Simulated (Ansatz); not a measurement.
## How methods differ on Ge2H6 (digermane)

Ge2H6: 8 atoms, total charge 0, spin state singlet. As SMILES, `[GeH3][GeH3]`. Geometry: optimised at wB97X-V/def2-SVP.

```xyz
8

Ge   -0.5680    0.2813   -1.0278
Ge    0.5680   -0.2813    1.0278
H    -0.3589   -0.8263   -2.0729
H    -2.0760    0.4417   -0.7770
H    -0.0214    1.6013   -1.5950
H     0.3656    0.8300    2.0702
H     2.0749   -0.4495    0.7755
H     0.0158   -1.5971    1.5992
```

Each level gives the dissociation energy of the Ge2–Ge1 bond into doublet GeH3 and doublet GeH3 (shapes relaxed at wB97X-V/def2-SVP, no zero-point term) (eV). The values are calculated.

```json
{"level": "HF/def2-TZVP", "kind": "Hartree–Fock", "program": "Ansatz", "value (eV)": "2.22", "less CCSD(T)/def2-TZVP": "-0.96", "CPU time (all runs)": "1.6 s"}
{"level": "PBE/def2-TZVP", "kind": "GGA", "program": "Ansatz", "value (eV)": "3.06", "less CCSD(T)/def2-TZVP": "-0.12", "CPU time (all runs)": "2.3 s"}
{"level": "B3LYP/def2-TZVP", "kind": "global hybrid", "program": "Ansatz", "value (eV)": "2.95", "less CCSD(T)/def2-TZVP": "-0.23", "CPU time (all runs)": "3.1 s"}
{"level": "wB97M-V/def2-TZVP", "kind": "range-separated hybrid", "program": "Ansatz", "value (eV)": "3.12", "less CCSD(T)/def2-TZVP": "-0.06", "CPU time (all runs)": "11 s"}
{"level": "MP2/def2-TZVP", "kind": "perturbation theory", "program": "Ansatz", "value (eV)": "3.22", "less CCSD(T)/def2-TZVP": "+0.04", "CPU time (all runs)": "2.5 s"}
{"level": "CCSD(T)/def2-TZVP", "kind": "coupled cluster or CI", "program": "Ansatz", "value (eV)": "3.18", "less CCSD(T)/def2-TZVP": "0.00", "CPU time (all runs)": "15 s"}
```

Differences are taken from CCSD(T)/def2-TZVP for orientation; it has basis-set and higher-order errors of its own. All-electron rows without a relativistic Hamiltonian named are non-relativistic. The values span 2.22 to 3.22 eV. Hartree–Fock misses the correlation of the electron pair that is broken and comes out low. Measured bond enthalpies also hold zero-point and thermal terms, a few tenths of an eV less. In the correlated wave-function rows the outer d shell of Ge is correlated, in sets not made for it. CPU times are rough (shared hosts, several kinds of processor): they show what a rung costs within a factor of a few.

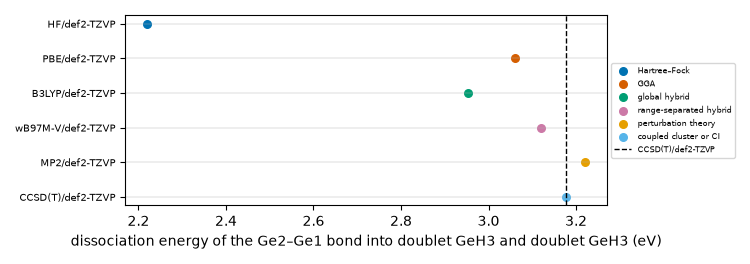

The values of the table, level by level.
